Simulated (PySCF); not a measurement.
**C2HF3O (SMILES FC1OC1(F)F) at MP2/6-31G(d) (spherical functions)**

What is the vertical ionisation energy of C2HF3O at MP2/6-31G* (spherical functions)? 

The results are computed with PySCF 2.14.0.

### 1 The structure to begin with

C2HF3O: 7 atoms, total charge 0, spin state singlet. SMILES: `FC1OC1(F)F`. Geometry: relaxed at PBE0-D4/def2-TZVP.

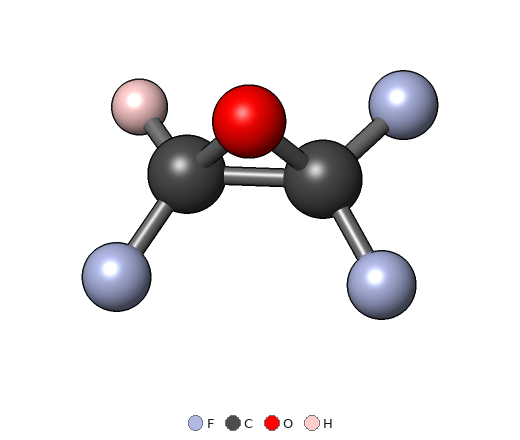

Viewed from a chosen angle; fluorine light blue, carbon dark grey, oxygen red, hydrogen pink.

### 2 A single-point energy at MP2/6-31G(d) (spherical functions)

Input file job.py:

```python
from pyscf import gto, mp

mol = gto.M(
    atom='''
F     -0.633400    -1.685800     0.231100
C     -0.181400    -0.473900     0.556500
O      1.148600    -0.190200     0.135600
C      0.132100     0.478800    -0.484100
F     -0.069200     0.209600    -1.763100
F      0.091600     1.791700    -0.299600
H     -0.427000    -0.198200     1.577800
''',
    basis='6-31g*',
    verbose=3,
    max_memory=1860,
    spin=0,
)

mf = mol.RHF()
mf.conv_tol = 1e-10
mf.kernel()
if not mf.converged:
    mf = mf.newton().run(mf.mo_coeff, mf.mo_occ)

pt = mp.MP2(mf, frozen=6).run()
energy = pt.e_tot
print(f'total energy: {energy:.8f} hartree')
```

Launch:

```console
OMP_NUM_THREADS=1 python job.py
```

Output:

```text
converged SCF energy = -449.437654403155
E(RMP2) = -450.367157169104  E_corr = -0.929502765948692
E(SCS-RMP2) = -450.32743344666  E_corr = -0.889779043505504
total energy: -450.36715717 hartree
```

Wall time 2.3 s (1 thread of Arm Neoverse V1, shared host); peak memory 0.21 GiB.

### 3 The doublet cation, same level

Input file run.py:

```python
from pyscf import gto, scf, mp

mol = gto.M(
    atom='''
F   -0.633400  -1.685800   0.231100
C   -0.181400  -0.473900   0.556500
O    1.148600  -0.190200   0.135600
C    0.132100   0.478800  -0.484100
F   -0.069200   0.209600  -1.763100
F    0.091600   1.791700  -0.299600
H   -0.427000  -0.198200   1.577800
''',
    charge=1,
    max_memory=1860,
    basis='6-31g*',
    verbose=3,
    spin=1,
)

mf = scf.UHF(mol)
mf.conv_tol = 1e-10
mf.kernel()
if not mf.converged:
    mf = mf.newton().run(mf.mo_coeff, mf.mo_occ)

pt = mp.MP2(mf, frozen=6).run()
e_tot = pt.e_tot
print('Final energy', e_tot)
```

Launch:

```console
OMP_NUM_THREADS=1 python run.py
```

Output:

```text
converged SCF energy = -448.996888732825  <S^2> = 0.76819153  2S+1 = 2.0181095
E(UMP2) = -449.920113179558  E_corr = -0.923224446733383
E(SCS-UMP2) = -449.87788268398  E_corr = -0.880993951155043
Final energy -449.9201131795585
```

Wall time 4.5 s (1 thread of Arm Neoverse V1, shared host); peak memory 0.23 GiB.

### 4 What came out

Level: MP2/6-31G* (spherical functions), 6 core orbitals frozen.

```
                                                                  quantity          value
                                              singlet C2HF3O: total energy  -450.36716 Eh
                      singlet C2HF3O: dipole moment (Hartree–Fock density)         2.14 D
                       singlet C2HF3O: HOMO energy (Hartree–Fock orbitals)      -13.38 eV
                       singlet C2HF3O: LUMO energy (Hartree–Fock orbitals)        6.74 eV
                     singlet C2HF3O: HOMO–LUMO gap (Hartree–Fock orbitals)       20.13 eV
               singlet C2HF3O: correlation energy (6 core orbitals frozen)     -929.5 mEh
                                              doublet cation: total energy  -449.92011 Eh
doublet cation: HOMO energy (Hartree–Fock orbitals) (highest over α and β)      -22.97 eV
 doublet cation: LUMO energy (Hartree–Fock orbitals) (lowest over α and β)      -10.55 eV
               doublet cation: correlation energy (6 core orbitals frozen)     -923.2 mEh
                         doublet cation: ⟨S²⟩ of the reference determinant          0.768
                        vertical ionisation energy (to the doublet cation)      12.165 eV
```

In words: Removing an electron at fixed nuclei costs 12.16 eV (1174 kJ/mol). Mulliken charges (singlet C2HF3O) of the mean-field density run from -0.60 on O3 to +1.09 on C4; they depend strongly on the basis.
